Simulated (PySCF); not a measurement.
# One shape, several levels: C2H4Si (ethynylsilane)

We compute a comparison of 6 runs (HF/3-21G, B2PLYP/6-311+G**, M06-2X/6-311+G**, M06-L/6-311+G**, PBE/6-311+G**, TPSS/6-311+G**) of C2H4Si (ethynylsilane). The job is set up through a Python script.

The calculation is run with PySCF 2.14.0.

3 further runs of the same task are left out: 3 set aside as unsound or not needed.

## Step 1: The molecule

C2H4Si: 7 atoms, total charge 0, spin state singlet. SMILES: `C#C[SiH3]`. Geometry: relaxed at PBE0-D4/def2-TZVP.

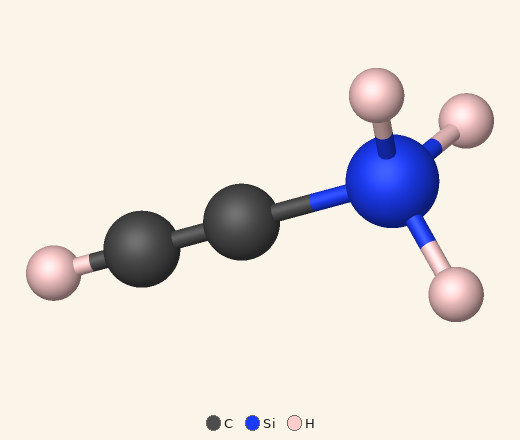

Viewed from a chosen angle; carbon dark grey, silicon blue, hydrogen pink.

## Step 2: A single-point energy at HF/3-21G (run 1)

Contents of run.py:

```python
from pyscf import gto, scf

mol = gto.Mole()
mol.atom = '''
C     -0.580700    -1.871400     0.172200
C     -0.218500    -0.726500     0.062400
Si     0.329800     1.004300    -0.103800
H     -0.901000    -2.883500     0.269300
H     -0.094500     1.528300    -1.425000
H     -0.281700     1.818100     0.974900
H      1.807900     1.062900     0.004400
'''
mol.max_memory = 1860
mol.verbose = 3
mol.basis = '3-21g'
mol.spin = 0
mol.build()

mf = scf.RHF(mol)
mf.conv_tol = 1e-10
mf.kernel()
if not mf.converged:
    mf = mf.newton().run(mf.mo_coeff, mf.mo_occ)

energy = mf.e_tot
print(f'total energy: {energy:.8f} hartree')
```

On the command line:

```bash
$ OMP_NUM_THREADS=1 python run.py
```

Output:

```text
converged SCF energy = -364.964092811077
total energy: -364.96409281 hartree
```

Run time: 0.54 s. Hardware: 1 thread of Arm Neoverse V2, shared host; peak memory 0.1 GiB.

## Step 3: The energy at B2PLYP/6-311+G(d,p) (run 2)

Contents of input.py:

```python
from pyscf import gto, dft, mp

mol = gto.M(
    atom='''
C   -0.580700  -1.871400   0.172200
C   -0.218500  -0.726500   0.062400
Si   0.329800   1.004300  -0.103800
H   -0.901000  -2.883500   0.269300
H   -0.094500   1.528300  -1.425000
H   -0.281700   1.818100   0.974900
H    1.807900   1.062900   0.004400
''',
    verbose=4,
    basis='6-311+g**',
    max_memory=1860,
)

mf = dft.RKS(mol, xc='0.53*HF + 0.47*B88, 0.73*LYP')
mf.grids.level = 5
mf.conv_tol = 1e-10
mf.kernel()
if not mf.converged:
    mf = mf.newton().run(mf.mo_coeff, mf.mo_occ)

pt = mp.MP2(mf, frozen=7).run()
e_tot = mf.e_tot + 0.27 * pt.e_corr
print('PT2 part  %.8f' % (0.27 * pt.e_corr))
print(f'total energy: {e_tot:.8f} hartree')
```

On the command line:

```bash
$ OMP_NUM_THREADS=1 python input.py
```

Output:

```text
PySCF version 2.14.0

[... 77 lines left out ...]
converged SCF energy = -367.728907923708
[... 1 line left out ...]
******** <class 'pyscf.mp.mp2.RMP2'> ********
nocc = 8, nmo = 91
frozen orbitals 7
E(RMP2) = -368.194761751433  E_corr = -0.465853827725696
E(SCS-RMP2) = -368.198325120176  E_corr = -0.4694171964687
E_corr(same-spin) = -0.103393150156309
E_corr(oppo-spin) = -0.362460677569387
PT2 part  -0.12578053
total energy: -367.85468846 hartree
```

Wall time 14 s (1 thread of Arm Neoverse V2, shared host); peak memory 0.49 GiB.

Run 3 isn't shown in full; the table further down has it.

## Step 4: The energy at M06-L/6-311+G(d,p) (run 4)

Contents of mol.xyz:

```xyz
7

C     -0.580700    -1.871400     0.172200
C     -0.218500    -0.726500     0.062400
Si     0.329800     1.004300    -0.103800
H     -0.901000    -2.883500     0.269300
H     -0.094500     1.528300    -1.425000
H     -0.281700     1.818100     0.974900
H      1.807900     1.062900     0.004400
```

Contents of job.py:

```python
from pyscf import gto, dft

mol = gto.M(
    atom='mol.xyz',
    charge=0,
    verbose=3,
    max_memory=1860,
    basis='6-311+g**',
)

calc0 = dft.RKS(mol)
calc0.xc = 'm06-l'
calc0.grids.level = 5
calc0.conv_tol = 1e-10
calc0.kernel()
if not calc0.converged:
    calc0 = calc0.newton().run(calc0.mo_coeff, calc0.mo_occ)

e_tot = calc0.e_tot
print('Final energy', e_tot)
```

On the command line:

```bash
$ OMP_NUM_THREADS=1 python job.py
```

Output:

```text
converged SCF energy = -368.055089489012
Final energy -368.0550894890122
```

Run time: 30 s. Hardware: 1 thread of Arm Neoverse V2, shared host; peak memory 0.54 GiB.

Run 5 isn't shown in full; the table further down has it.

## Step 5: The energy at TPSS/6-311+G(d,p) (run 6)

Contents of job.py:

```python
from pyscf import gto, dft

mol = gto.M(
    atom='''
C   -0.580700  -1.871400   0.172200
C   -0.218500  -0.726500   0.062400
Si   0.329800   1.004300  -0.103800
H   -0.901000  -2.883500   0.269300
H   -0.094500   1.528300  -1.425000
H   -0.281700   1.818100   0.974900
H    1.807900   1.062900   0.004400
''',
    verbose=3,
    max_memory=1860,
    basis='6-311+g**',
    spin=0,
)

ks = dft.RKS(mol)
ks.xc = 'tpss'
ks.grids.level = 5
ks.conv_tol = 1e-10
ks.kernel()
if not ks.converged:
    ks = ks.newton().run(ks.mo_coeff, ks.mo_occ)

energy = ks.e_tot
print(f'total energy: {energy:.8f} hartree')
```

On the command line:

```bash
$ OMP_NUM_THREADS=1 python job.py
```

Output:

```text
converged SCF energy = -368.108119857587
total energy: -368.10811986 hartree
```

Wall time 30 s (1 thread of Arm Neoverse V2, shared host); peak memory 0.54 GiB.

## Step 6: The series

| run | level | frozen core orbitals | integration grid | energy (Eh) | dipole moment (D) | HOMO energy (eV) | LUMO energy (eV) | wall time |
| --- | --- | --- | --- | --- | --- | --- | --- | --- |
| 1 | HF/3-21G | – | – | -364.964093 | 0.48 | -10.94 | 4.26 | 0.54 s |
| 2 | B2PLYP/6-311+G** | 7 | 5 | -367.854688 | 0.35 | -9.30 | 0.60 | 14 s |
| 3 | M06-2X/6-311+G** | – | 5 | -368.003478 | 0.24 | -9.52 | 0.18 | 27 s |
| 4 | M06-L/6-311+G** | – | 5 | -368.055089 | 0.25 | -7.29 | -0.69 | 30 s |
| 5 | PBE/6-311+G** | – | 5 | -367.799962 | 0.29 | -7.10 | -1.04 | 13 s |
| 6 | TPSS/6-311+G** | – | 5 | -368.108120 | 0.33 | -7.13 | -0.85 | 30 s |

## Step 7: Results

```
            quantity          value
 run 6: total energy  -368.10812 Eh
run 6: dipole moment         0.33 D
  run 6: HOMO energy       -7.13 eV
  run 6: LUMO energy       -0.85 eV
run 6: HOMO–LUMO gap        6.29 eV
```

What this shows: The dipole moment (its size) runs from 0.24 D (M06-2X/6-311+G**) to 0.48 D (HF/3-21G). The two ends differ in method and basis. The HOMO–LUMO gap runs from 6.06 eV (PBE/6-311+G**) to 15.20 eV (HF/3-21G). Totals of different functionals can't be ranked against each other. All runs together took 1.9 min, the longest 30 s.
